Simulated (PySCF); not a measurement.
# C3H5FSe, SMILES `C=C(F)C[SeH]`: electronic structure

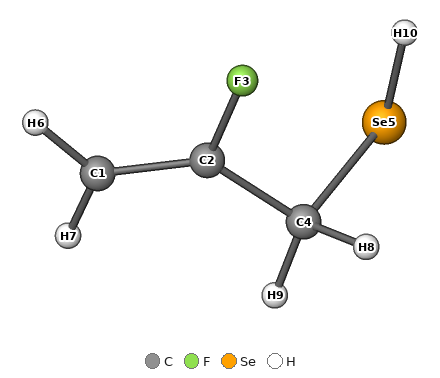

The molecule, with its atoms numbered as below. No frequency check shows the geometry to be a minimum.

Coordinates in Å:

```
C1       2.3787   -0.8651    0.4648
C2       1.5209   -0.0538   -0.1260
F3       1.6876    1.2879   -0.0233
C4       0.3174   -0.4092   -0.9094
Se5     -1.3383   -0.0374    0.1411
H6       3.2162   -0.4817    1.0188
H7       2.2607   -1.9297    0.4020
H8       0.2485    0.1848   -1.8219
H9       0.2905   -1.4721   -1.1412
H10     -1.0030    1.3482    0.3793
```

Part 1: Bonding charge

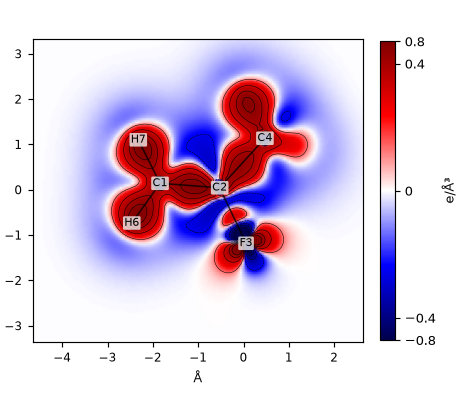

Deformation density (molecule less spherical, spin-averaged free atoms) in the plane of C1, C2, F3, C4, H6 and H7; colour scale in e/Å³, logarithmic beyond ±0.1; red: gain, blue: loss.

PySCF calculation, TPSS/def2-SVP, gas phase; geometry: GFN2-xTB.

Describe the bonding that the map shows.

Answer. C1–C2: +0.71 e/Å³ at the bond critical point (bond length 1.32 Å, Mayer order 1.9). C1–H6: +0.68 e/Å³ at the bond critical point (bond length 1.07 Å, Mayer order 0.9). C1–H7: +0.68 e/Å³ at the bond critical point (bond length 1.07 Å, Mayer order 0.9). C2–C4: +0.54 e/Å³ at the bond critical point (bond length 1.48 Å, Mayer order 1.0). C2–F3: −0.05 e/Å³ at the bond critical point (bond length 1.36 Å, Mayer order 1.1); up to 0.6 Å beside the axis the gain reaches +0.19 e/Å³. In all, 2.2 electrons gather in the regions of gain relative to the promolecule. A small or negative value marks a very polar bond, one between electron-rich atoms, whose free-atom densities already overlap strongly, a long bond to a heavier atom, or a closed-shell contact such as a hydrogen bond.

Where do the Hirshfeld charges lie?

Answer. The highest Hirshfeld charge is on C2 (+0.08 e), the lowest on C1 (−0.12 e).

Part 2: Bond critical points

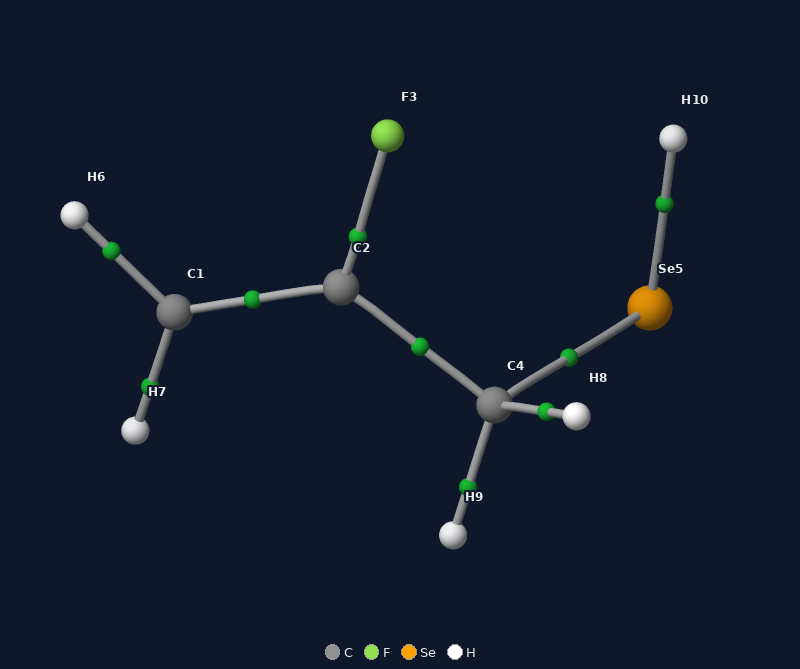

Molecular graph of the electron density (QTAIM): bond paths, bond critical points (green), ring points (magenta, if any); weak paths are dashed.

How many critical points of each kind are there, and does the count close?

Answer. 10 nuclei, 9 bond, 0 ring and 0 cage critical points: 10 − 9 + 0 − 0 = 1, as the Poincaré–Hopf relation requires.

Tabulate density, Laplacian, ellipticity and energy density at the bond critical points (atomic units).

Answer.
| bond | length (Å) | ρ (a.u.) | ∇²ρ (a.u.) | ε | H (a.u.) |
| --- | --- | --- | --- | --- | --- |
| C1–C2 | 1.320 | 0.347 | −0.95 | 0.51 | −0.388 |
| C1–H7 | 1.073 | 0.283 | −1.07 | 0.03 | −0.311 |
| C1–H6 | 1.075 | 0.282 | −1.07 | 0.03 | −0.309 |
| C4–H9 | 1.088 | 0.280 | −1.04 | 0.00 | −0.301 |
| C4–H8 | 1.091 | 0.279 | −1.04 | 0.00 | −0.300 |
| C2–C4 | 1.479 | 0.270 | −0.66 | 0.09 | −0.230 |
| C2–F3 | 1.356 | 0.247 | +0.09 | 0.03 | −0.342 |
| Se5–H10 | 1.445 | 0.182 | −0.21 | 0.13 | −0.146 |
| C4–Se5 | 1.996 | 0.134 | −0.12 | 0.11 | −0.077 |

What kind of interaction is C1–C2?

Answer. Shared-shell (covalent): ρ = 0.347, ∇²ρ = −0.95, H = −0.388 a.u. Its ellipticity of 0.51 shows that the density isn't cylindrical about the bond.

Part 3: Local ionisation energy

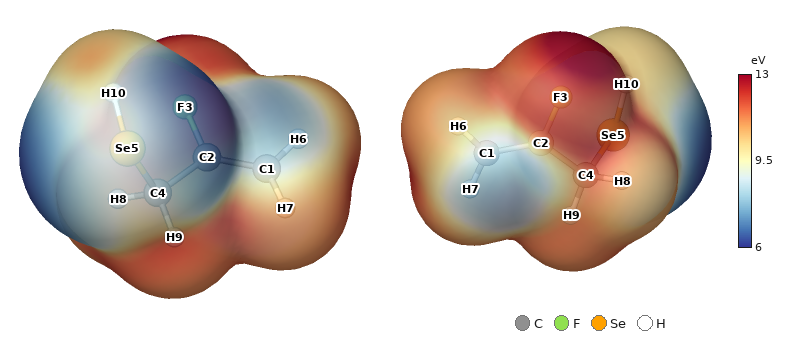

Average local ionisation energy on the surface of electron density 0.001 a.u. (back view left, front view right).

Locate the minima of the map.

Answer. The lowest value is 6.1 eV, 2.4 Å from Se5. Further minima include 6.1 eV, 2.4 Å from Se5; 7.4 eV, over C1, off the plane of its three bonds (2.0 Å); 10.5 eV, 1.3 Å from H8. For comparison, the highest occupied orbital lies at −5.5 eV.

What volume does the surface enclose, and what is the dipole moment?

Answer. About 118 Å³; the dipole moment is 1.2 D.

Part 4: In an electric field

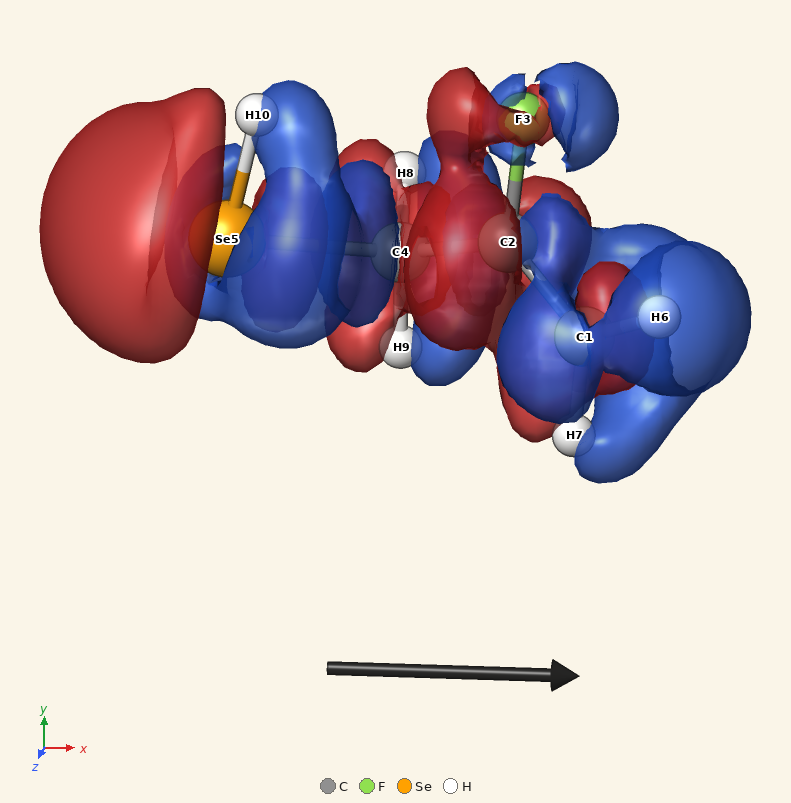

Change of the electron density in a uniform field of 0.41 V/Å along +x (arrow), surfaces at ±0.003 e/Å³ (red: gain, blue: loss).

Computed with PySCF, HF/def2-SVPD, geometry: GFN2-xTB.

What dipole is induced, and what polarisability does it imply?

Answer. The induced dipole is 1.69 D (+1.68 D along the field); α along this axis, from the fields in both directions, is 82 bohr³ (12.1 Å³).

Which atoms gain and lose the most charge?

Answer. Electrons gather most on Se5 (Hirshfeld charge changes by −0.055 e) and leave C1 most (+0.027 e); 0.145 electrons are displaced in all.

Part 5: Localised orbitals

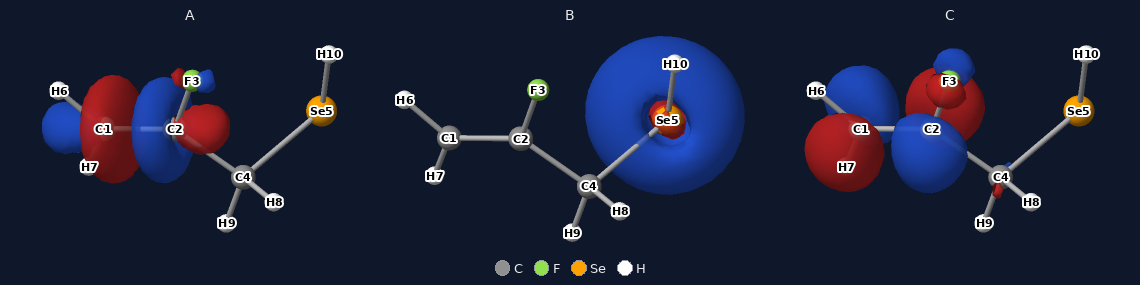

Intrinsic bond orbitals (IBO), occupied and valence-virtual; each surface holds about 80 % of the orbital's density. Energies are diagonal elements of the Fock matrix.

Level of theory: ωB97X/aug-cc-pVDZ (PySCF), at a geometry from GFN2-xTB.

Identify each orbital.

Answer. By panel:
- A: σ* orbital C1–C2 (C1 51 %, C2 48 %; 19.7 eV)
- B: lone pair on Se5 (sp0.5-type) (Se5 100 %; −16.5 eV)
- C: σ* orbital C2–C1 (C2 50 %, C1 45 %, F3 4 %; 4.1 eV)

Which has the smallest and which the largest spatial spread?

Answer. Smallest: A (0.95 Å); largest: C (1.25 Å).

Part 6: Stretching a bond

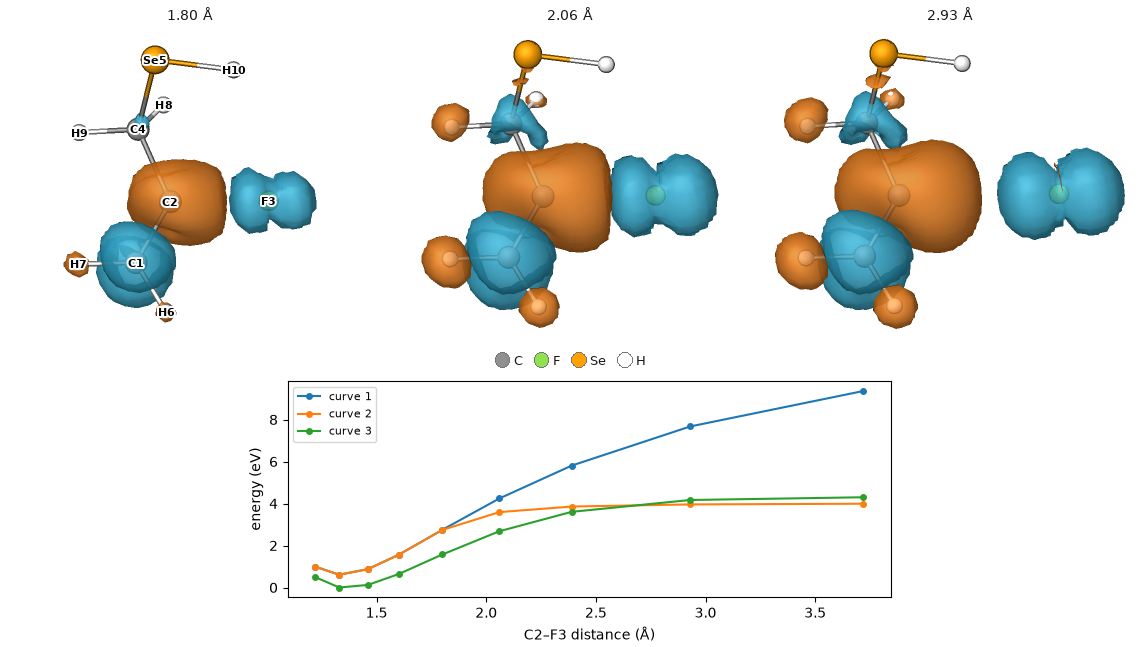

Rigid stretch of the C2–F3 bond. Broken-symmetry UHF spin density at ±0.03 e/Å³ (light blue: α, orange: β). Below: energies along the scan, from the lowest point of the three curves.

Method: cc-pVDZ basis; geometry: GFN2-xTB; program: PySCF.

UHF's ⟨S²⟩ passes 1 along the scan (up to 1.22), so it also polarises electrons outside the stretched bond; its energy lowering isn't due to that bond alone.

How does the broken-symmetry solution share the spin, and how far is it from a pure singlet?

Answer. At 2.93 Å excess α spin lies mostly on F3 and excess β on C2; the two could be swapped at no cost. ⟨S²⟩ is 0.10 at 1.80 Å, 0.85 at 2.06 Å and 1.20 at 2.93 Å, against 0 for a pure singlet and 1 for an equal mix of singlet and triplet.

Which curve is which method?

Answer. Curve 1 is RHF. Curve 2 is UHF. Curve 3 is CASSCF(2,2). RHF rises too steeply because it keeps both electrons in one orbital and so mixes in ionic fragments.

Where does the UHF solution part from RHF?

Answer. Between 1.60 Å (⟨S²⟩ = 0, the two coincide) and 1.80 Å (⟨S²⟩ = 0.10); at 3.72 Å ⟨S²⟩ is 1.22 and UHF lies 5.4 eV below RHF.

How much energy does the stretch cost?

Answer. By CASSCF, 4.3 eV from the lowest point of the scan (1.33 Å) to 3.72 Å; RHF gives 8.8 eV from its own lowest point. The fragments aren't relaxed and dynamic correlation is missing, so this isn't a bond dissociation energy.

The PySCF runs shown took 20 s, 5.9 s, 16 s and 6 min on 1 thread of AMD EPYC 7R13 Processor (Zen 3) (shared host).
